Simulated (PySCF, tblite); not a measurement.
**C4H10B2S2: geometry, infrared bands and NMR shifts**

What infrared bands and NMR shifts should C4H10B2S2 (`BC1CSB(C)SC1`) show?

Computed with tblite 0.8.0 and PySCF 2.14.0, with density-fitted response routines of our own, on a single molecule in the gas phase. Atoms are numbered from 0 throughout.

## Step 1: Starting geometry

18 atoms, charge 0, multiplicity 1; geometry from: force field or distance geometry start.

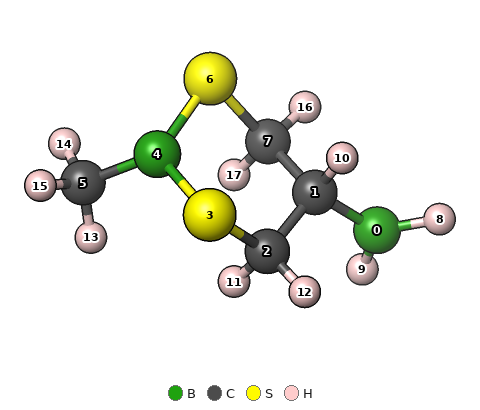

The starting geometry (boron green, carbon dark grey, sulfur yellow, hydrogen pink), atoms numbered.

## Step 2: Geometry optimisation with GFN2-xTB

The job: settings as JSON, then the geometry in Å.

```
{"job": {"kind": "relax", "xc": "GFN2-xTB", "basis": "xTB"}, "charge": 0, "multiplicity": 1}
B     -2.620000    -0.537000    -0.550100
C     -1.359200     0.246900     0.022500
C     -0.479300     0.752700    -1.139400
S      0.747300     2.004400    -0.621000
B      1.622700     0.788600     0.531600
C      2.873500    -0.032400     0.003000
S      0.644800     0.203900     2.006700
C     -0.563100    -0.693700     0.981500
H     -3.713500    -0.143400    -0.319300
H     -2.487600    -1.504800    -1.204600
H     -1.739700     1.108100     0.611200
H      0.015700    -0.091200    -1.657600
H     -1.140400     1.263600    -1.882600
H      2.628000    -0.532300    -0.954200
H      3.161200    -0.790600     0.756100
H      3.728300     0.660700    -0.142400
H     -1.270500    -1.191400     1.685500
H     -0.056900    -1.505700     0.401400
```

On the command line:

```
OMP_NUM_THREADS=1 python probes_run.py task.json out
```

One launch serves the whole session: the jobs run in the order shown.

What it wrote:

```text
step      E/eV     max force
  0    -615.07640    1.252
  1    -615.18018    0.679
  2    -615.25769    0.418
  3    -615.27405    0.296
  4    -615.28610    0.191
  5    -615.29199    0.202
  6    -615.29830    0.231
  7    -615.30402    0.230
  8    -615.31150    0.201
  9    -615.32110    0.226
 10    -615.33669    0.323
 11    -615.36074    0.522
 12    -615.39358    0.613
 13    -615.43459    0.613
 14    -615.47498    0.543
 15    -615.50024    0.364
 16    -615.52128    0.368
 17    -615.54306    0.344
 18    -615.57447    0.477
 19    -615.61758    0.625
 20    -615.66589    0.575
 21    -615.70395    0.558
 22    -615.73576    0.469
 23    -615.75883    0.399
 24    -615.78886    0.352
 25    -615.81109    0.447
 26    -615.83536    0.353
 27    -615.85427    0.378
 28    -615.87287    0.296
 29    -615.88779    0.335
 30    -615.89848    0.295
 31    -615.90814    0.228
 32    -615.91879    0.236
 33    -615.92870    0.277
 34    -615.94235    0.282
 35    -615.95565    0.261
 36    -615.96905    0.274
 37    -615.97961    0.233
 38    -615.98739    0.212
 39    -615.99402    0.246
 40    -616.00142    0.258
 41    -616.01018    0.270
 42    -616.02055    0.246
 43    -616.02995    0.257
 44    -616.03901    0.272
 45    -616.04958    0.268
 46    -616.06318    0.289
 47    -616.07790    0.259
 48    -616.09212    0.248
 49    -616.10346    0.276
 50    -616.11734    0.372
 51    -616.12586    0.368
 52    -616.15392    0.255
 53    -616.17050    0.238
 54    -616.17690    0.166
 55    -616.18156    0.178
 56    -616.18500    0.140
 57    -616.18792    0.091
 58    -616.18994    0.080
 59    -616.19079    0.063
 60    -616.19132    0.047
 61    -616.19178    0.053
 62    -616.19219    0.039
 63    -616.19244    0.030
 64    -616.19261    0.031
 65    -616.19281    0.041
 66    -616.19304    0.040
 67    -616.19323    0.033
 68    -616.19335    0.028
 69    -616.19348    0.027
 70    -616.19367    0.032
 71    -616.19397    0.037
 72    -616.19432    0.044
 73    -616.19463    0.049
 74    -616.19489    0.048
 75    -616.19512    0.040
 76    -616.19535    0.030
 77    -616.19554    0.030
 78    -616.19570    0.027
 79    -616.19584    0.029
 80    -616.19599    0.031
 81    -616.19615    0.031
 82    -616.19629    0.024
 83    -616.19641    0.023
 84    -616.19652    0.025
 85    -616.19663    0.022
 86    -616.19674    0.030
 87    -616.19685    0.029
 88    -616.19695    0.021
 89    -616.19704    0.020
 90    -616.19712    0.022
 91    -616.19721    0.028
 92    -616.19730    0.026
 93    -616.19736    0.016
 94    -616.19738    0.009
```

It took 1.3 s on 1 thread of Arm Neoverse N1, shared host; peak memory 0.18 GiB.

Along the way: (not every step is listed)

```tsv
step	energy from step 0 (eV)	largest force (eV/Å)
0	0.0000	1.2521
1	-0.1038	0.6791
2	-0.1813	0.4177
3	-0.1976	0.2960
4	-0.2097	0.1913
5	-0.2156	0.2024
6	-0.2219	0.2305
7	-0.2276	0.2301
8	-0.2351	0.2012
16	-0.4449	0.3682
24	-0.7125	0.3521
32	-0.8424	0.2360
40	-0.9250	0.2579
48	-1.0157	0.2476
56	-1.1086	0.1395
64	-1.1162	0.0313
72	-1.1179	0.0442
80	-1.1196	0.0313
88	-1.1205	0.0209
89	-1.1206	0.0202
90	-1.1207	0.0215
91	-1.1208	0.0282
92	-1.1209	0.0257
93	-1.1210	0.0158
94	-1.1210	0.0089
```

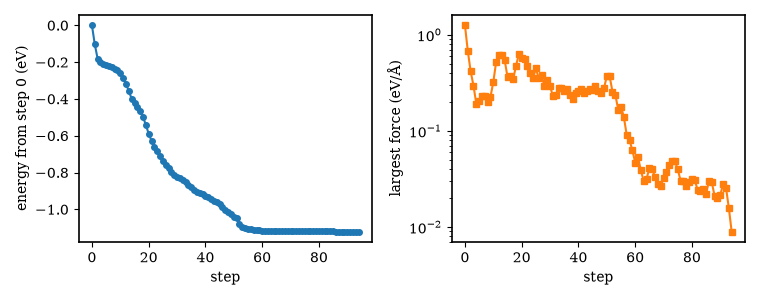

Energy and force, step by step.

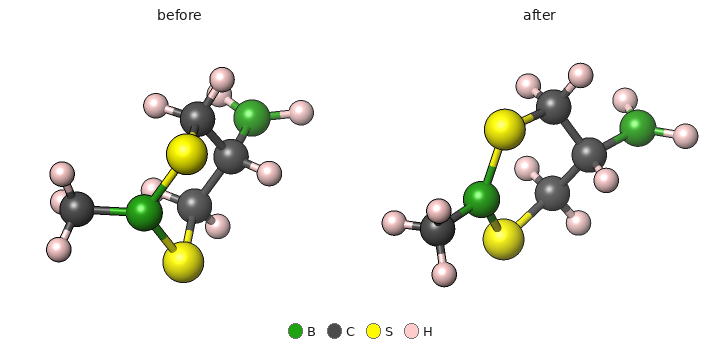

Before and after, at one scale.

Close pairs (by a distance rule), those that changed most:

```tsv
bond	before (Å)	after (Å)	change (Å)
S3–B4	1.890	1.789	-0.101
B4–S6	1.864	1.788	-0.075
C1–C7	1.561	1.528	-0.033
C7–H17	1.119	1.090	-0.029
C2–H12	1.118	1.090	-0.029
C7–H16	1.115	1.090	-0.026
C5–H15	1.110	1.088	-0.022
S6–C7	1.821	1.841	+0.020
```

The next job starts from the end point, and lists it.

## Step 3: Harmonic vibrations with GFN2-xTB

The job: settings as JSON, then the geometry in Å.

```
{"job": {"kind": "ir", "xc": "GFN2-xTB", "basis": "xTB"}, "charge": 0, "multiplicity": 1}
B     -2.927758    -0.008569    -0.201619
C     -1.363774     0.171164    -0.009476
C     -0.719959     0.384279    -1.379181
S      1.026460     0.961297    -1.314955
B      1.763325     0.175214     0.113766
C      3.294976     0.475061     0.390395
S      0.927610    -0.911481     1.262362
C     -0.800145    -1.085778     0.652433
H     -3.679642     0.725137     0.305015
H     -3.313385    -0.888965    -0.864800
H     -1.116824     1.030518     0.623298
H     -0.737878    -0.532937    -1.967840
H     -1.236862     1.166594    -1.934353
H      3.923962    -0.186993    -0.205603
H      3.570233     0.316153     1.431180
H      3.571599     1.491205     0.115741
H     -1.370568    -1.342113     1.544681
H     -0.820129    -1.933468    -0.032684
```

What it wrote:

```text
mode    cm-1     km/mol
  1    -110.3      0.81
  2      39.6      0.28
  3      79.4      0.97
  4      82.0      0.97
  5     178.8      6.08
  6     198.1      0.42
  7     232.2      0.33
  8     284.8      2.42
  9     312.6      0.35
 10     323.7     15.77
 11     394.5      2.51
 12     449.3      0.10
 13     499.0      0.77
 14     693.1      7.03
 15     706.8      2.02
 16     765.2     42.72
 17     805.3      3.19
 18     814.0    133.08
 19     828.2      0.83
 20     851.2     50.22
 21     885.0     15.10
 22     978.6     14.08
 23    1002.6    128.10
 24    1018.5     63.17
 25    1037.8     59.54
 26    1072.2     33.34
 27    1098.9      1.75
 28    1178.1     51.61
 29    1200.8     23.82
 30    1227.2      4.30
 31    1228.1      0.23
 32    1282.2     61.31
 33    1304.4      2.21
 34    1397.2     27.96
 35    1443.0      1.06
 36    1458.3      1.75
 37    1483.9      2.62
 38    1485.3      1.17
 39    2658.7     94.03
 40    2702.2     98.09
 41    2942.5     19.63
 42    2977.7      0.80
 43    2982.5     35.36
 44    2996.1     10.97
 45    2996.5      9.25
 46    2997.6     11.07
 47    3025.7     28.16
 48    3032.4      5.30
```

It took 1.2 s on 1 thread of Arm Neoverse N1, shared host; peak memory 0.18 GiB.

The strongest bands and the atoms that carry them (share of the mass-weighted mode):

```tsv
cm⁻¹	km/mol	atoms
814	133.1	H9 31 %, H8 31 %, B0 28 %
1003	128.1	B4 41 %, H14 18 %, H15 17 %, C5 13 %
1018	63.2	C1 32 %, H16 11 %, H12 10 %
1038	59.5	B4 64 %, C5 21 %
1178	51.6	H8 34 %, H9 21 %, B0 13 %, H10 11 %
1282	61.3	H10 34 %, C1 15 %, H17 10 %, H12 10 %
2659	94.0	H9 60 %, H8 36 %
2702	98.1	H8 56 %, H9 33 %, B0 11 %
```

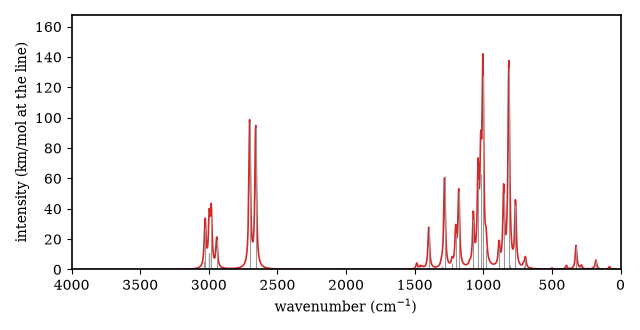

The infrared spectrum from these modes, unscaled. Lines are broadened to a width of 14 cm⁻¹ (Lorentzian).

## Step 4: Shielding tensors: PBE0/pcSseg-1

Same as in step 3 but for these lines:

```diff
@@ -1,2 +1,2 @@
-{"job": {"kind": "ir", "xc": "GFN2-xTB", "basis": "xTB"}, "charge": 0, "multiplicity": 1}
+{"job": {"kind": "nmr", "xc": "PBE0", "basis": "pcSseg-1"}, "charge": 0, "multiplicity": 1}
 B     -2.927758    -0.008569    -0.201619
```

Method: GIAO PBE0/pcSseg-1 NMR shielding, non-relativistic, gas phase.

What it wrote:

```text
coarse grid: 15968 points
cycle   1  E = -1003.8781599877  dE =  8.137e-01  |g| = 3.628e-01  |ddm| = 3.843e+00
cycle   2  E = -1003.8820736429  dE = -3.914e-03  |g| = 3.609e-01  |ddm| = 7.718e-01
cycle   3  E = -1003.9161034155  dE = -3.403e-02  |g| = 5.224e-02  |ddm| = 3.783e-01
cycle   4  E = -1003.9166700251  dE = -5.666e-04  |g| = 2.817e-02  |ddm| = 8.076e-02
cycle   5  E = -1003.9168819336  dE = -2.119e-04  |g| = 5.551e-03  |ddm| = 3.308e-02
cycle   6  E = -1003.9168906023  dE = -8.669e-06  |g| = 2.102e-03  |ddm| = 9.758e-03
final grid: 144464 points
cycle   7  E = -1003.9660300707  dE = -4.036e-05  |g| = 1.291e-02  |ddm| = 4.100e-02
cycle   8  E = -1003.9659958387  dE =  3.423e-05  |g| = 1.726e-02  |ddm| = 2.891e-02
cycle   9  E = -1003.9660720691  dE = -7.623e-05  |g| = 1.153e-03  |ddm| = 1.796e-02
cycle  10  E = -1003.9660723986  dE = -3.295e-07  |g| = 2.572e-04  |ddm| = 1.485e-03
cycle  11  E = -1003.9660724146  dE = -1.596e-08  |g| = 8.558e-05  |ddm| = 3.104e-04
cycle  12  E = -1003.9660724164  dE = -1.833e-09  |g| = 3.112e-05  |ddm| = 1.243e-04
cycle  13  E = -1003.9660724167  dE = -2.965e-10  |g| = 3.826e-06  |ddm| = 4.177e-05
converged SCF energy = -1003.9660724167

GIAO shielding tensors (ppm)
atom      isotropic    diamagn.    paramagn.     s11        s22        s33       span
  0 B       11.591     192.545    -180.954    -59.778    -34.376    128.926    188.703
  1 C      148.982     249.601    -100.619    135.093    150.697    161.157     26.064
  2 C      156.140     251.572     -95.432    136.475    160.698    171.246     34.770
  3 S      465.985    1057.998    -592.014    287.062    474.514    636.378    349.316
  4 B       40.051     191.967    -151.916     -6.828      7.618    119.362    126.190
  5 C      177.130     249.451     -72.321    162.827    176.248    192.315     29.488
  6 S      464.077    1058.105    -594.028    284.353    473.939    633.939    349.587
  7 C      156.028     251.760     -95.732    136.767    160.455    170.863     34.096
  8 H       23.604      29.561      -5.958     16.234     27.194     27.383     11.149
  9 H       24.298      29.640      -5.342     15.455     28.318     29.121     13.665
 10 H       29.501      32.568      -3.067     26.623     26.957     34.922      8.299
 11 H       29.030      32.271      -3.242     24.091     26.939     36.059     11.968
 12 H       29.337      31.477      -2.140     23.212     28.451     36.349     13.137
 13 H       30.848      27.617       3.231     26.986     27.811     37.746     10.760
 14 H       30.851      28.800       2.051     26.196     29.962     36.395     10.199
 15 H       30.809      28.618       2.191     26.166     29.711     36.549     10.382
 16 H       29.342      31.663      -2.321     23.217     28.452     36.357     13.140
 17 H       29.031      32.358      -3.328     24.101     26.937     36.053     11.952
```

Wall time 71 s (1 thread of Arm Neoverse N1, shared host); peak memory 0.92 GiB.

The references, computed at this level on geometries of the same kind, shield at (ppm): 1H TMS 31.72, 13C TMS 186.9, 11B BF3·OEt2 100.1, 33S CS2 504. Their shielding less the atom's gives the shift. The references are single molecules in the gas phase. Atoms listed in one row are averaged.

```tsv
atoms	environment	σ (ppm)	δ (ppm)	δ scaled to CDCl3
C1	sp3 CH bonded to B	149.0	37.9	35.1
C2, C7	sp3 CH2 bonded to S	156.1	30.8	23.8
C5	methyl carbon bonded to B	177.1	9.8	7.6
H8, H9	hydrogen on a boron bonded to C	23.95	7.77	–
H11, H17	hydrogen on an sp3 CH2 bonded to S	29.03	2.69	2.64
H12, H16	hydrogen on an sp3 CH2 bonded to S	29.34	2.38	2.35
H10	hydrogen on an sp3 CH bonded to B	29.50	2.22	2.19
H13, H14, H15	hydrogen on a methyl carbon bonded to B	30.84	0.88	0.94
B0	boron bonded to C, 2 H	11.6	88.5	–
B4	boron bonded to C, 2 S, in a 6-membered ring	40.1	60.0	–
S3, S6	sulfur bonded to C, B, in a 6-membered ring	465	39	–
```

The scaled column applies a straight-line fit of computed shieldings to shifts measured in CDCl3, with any fitted terms for Cl, Br or S neighbours (root-mean-square error 0.16 ppm for H, 1.9 ppm for C).

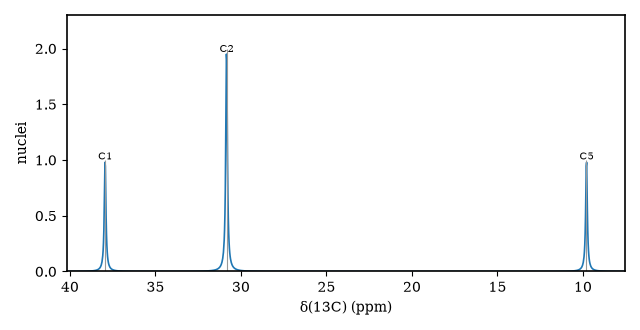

13C lines at the computed shifts, without couplings. Lines are broadened to a width of 0.11 ppm (Lorentzian).

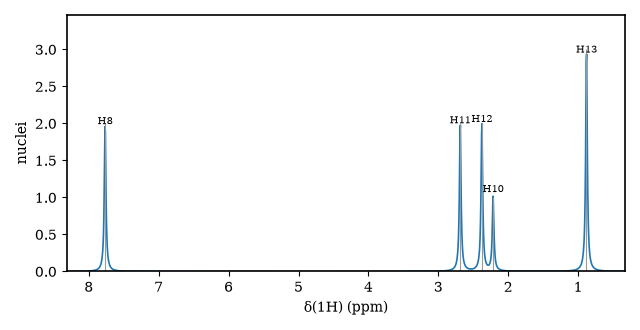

1H lines at the computed shifts, without couplings. Lines are broadened to a width of 0.03 ppm (Lorentzian).

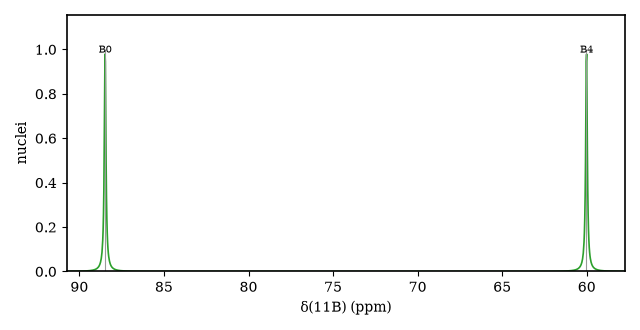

11B lines at the computed shifts, without couplings. Lines are broadened to a width of 0.11 ppm (Lorentzian).

The run also stored atomic charges by several schemes (e):

```tsv
atoms	Mulliken	IAO	Hirshfeld	ESP fit
B0	0.22	0.09	0.17	0.20
C1	-0.45	-0.25	-0.10	0.02
C2, C7	-0.28	-0.33	-0.06	-0.19
S3, S6	-0.12	0.09	-0.03	-0.28
B4	0.31	-0.09	0.08	0.45
C5	-0.51	-0.56	-0.20	-0.75
```

IAO charges:

B0 0.09; C1 -0.25; C2 -0.33; S3 0.09; B4 -0.09; C5 -0.56; S6 0.10; C7 -0.33; H8 0.02; H9 0.01; H10 0.15; H11 0.15; H12 0.16; H13 0.17; H14 0.16; H15 0.16; H16 0.16; H17 0.15

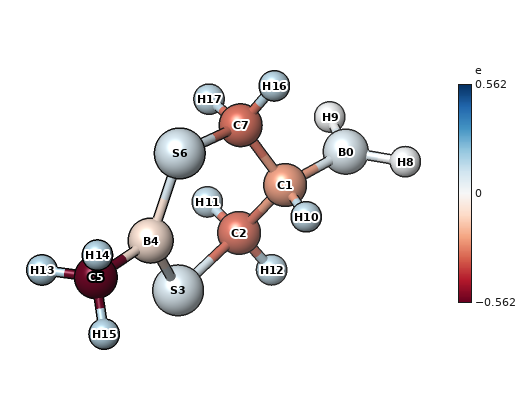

IAO charges, as colours on the atoms.

Mayer bond orders: B0–C1 0.94, C1–C2 0.99, C2–S3 0.98, S3–B4 1.19, B4–C5 1.04, B4–S6 1.19, S6–C7 0.98, C7–C1 0.99.

Ring of atoms C1, C2, S3, B4, S6, C7: NICS(0) -2.0, NICS(1) -1.9, NICS(1)zz 3.5 ppm (means of both faces).

## Step 5: Results

```
                                                               quantity                             value
                              strongest single infrared mode (GFN2-xTB)              814 cm⁻¹, 133 km/mol
                                           zero-point energy (GFN2-xTB)                     85.2 kcal/mol
13C shifts against TMS (PBE0/pcSseg-1, means over atoms taken as alike)               37.9, 30.8, 9.8 ppm
 1H shifts against TMS (PBE0/pcSseg-1, means over atoms taken as alike)  7.77, 2.69, 2.38, 2.22, 0.88 ppm
                            11B shifts against BF3·OEt2 (PBE0/pcSseg-1)                    88.5, 60.0 ppm
33S shifts against CS2 (PBE0/pcSseg-1, means over atoms taken as alike)                            39 ppm
```

The optimisation took 94 steps and gained 1.121 eV; among the close pairs (by a distance rule), S3–B4 changed most, from 1.890 to 1.789 Å. The lowest mode is imaginary (110i cm⁻¹), so the xTB geometry is not a minimum. The strongest single mode, at 814 cm⁻¹, has its largest shares on H9, H8 and B0 (the list is cut at 3 atoms). Unscaled tight-binding wavenumbers are off by several per cent, some by more. Its intensities can rank the bands wrongly. At PBE0/pcSseg-1: The largest span, 349 ppm, is at S3, S6, where the paramagnetic term is -593 ppm.
